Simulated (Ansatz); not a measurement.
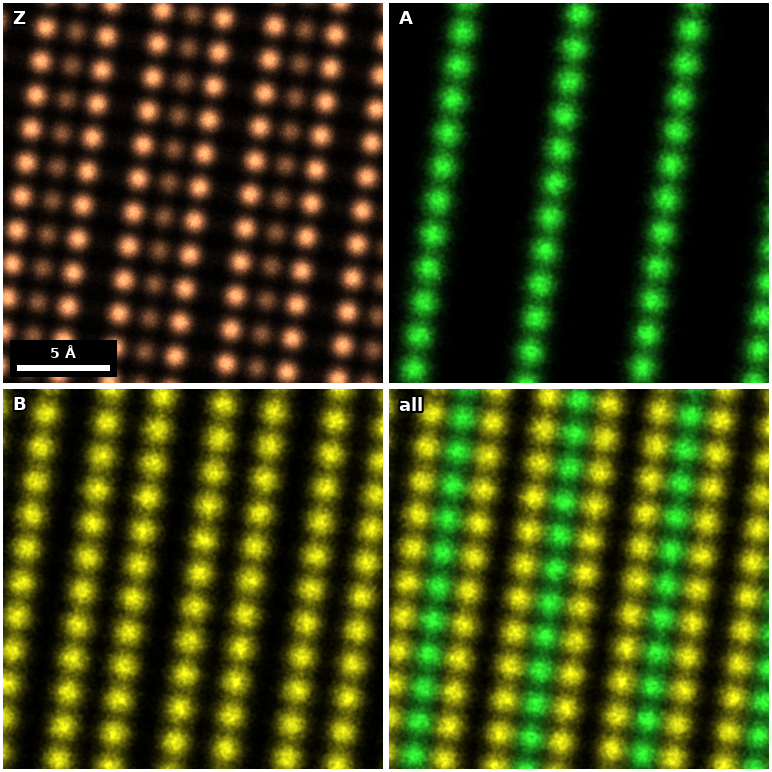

NaLiCl₂ (R-3m, No. 166) along [210]. Panel Z: Simulation: incoherent imaging, intensity Z^1.8 per atom, probe width 0.89 Å, thin sample. Shot noise was added. The other panels are simulated element maps (the number of atoms of one element along the beam, blurred by 1.2 Å, with counting noise; each on its own scale, no channelling); the last overlays them. Atomic positions: coordinates from a relaxation with DFT LDA, scalar-relativistic, plane waves, PAW (Ansatz 0.2.0); the starting structure was generated, so it need not be a known form of this composition.

```
Na Li Cl
1.0
     3.67370    0.00000    0.00000
    -1.83685    3.18152    0.00000
     0.00000    0.00000   18.25370
Na Li Cl
3 3 6
Direct
  0.00000 0.00000 0.00000
  0.66667 0.33333 0.33333
  0.33333 0.66667 0.66667
  0.66667 0.33333 0.83333
  0.33333 0.66667 0.16667
  0.00000 0.00000 0.50000
  0.00000 0.00000 0.75762
  0.33333 0.66667 0.90905
  0.66667 0.33333 0.09095
  0.00000 0.00000 0.24238
  0.33333 0.66667 0.42429
  0.66667 0.33333 0.57571
```

Question: Which element does each lettered map show?

Answer: A: Na, B: Cl. The projected cell (1.84 × 6.08 Å, 90°) holds 4 columns: 2 of Cl, 1 of Na and 1 of Li. No column is shared by two of the mapped elements.
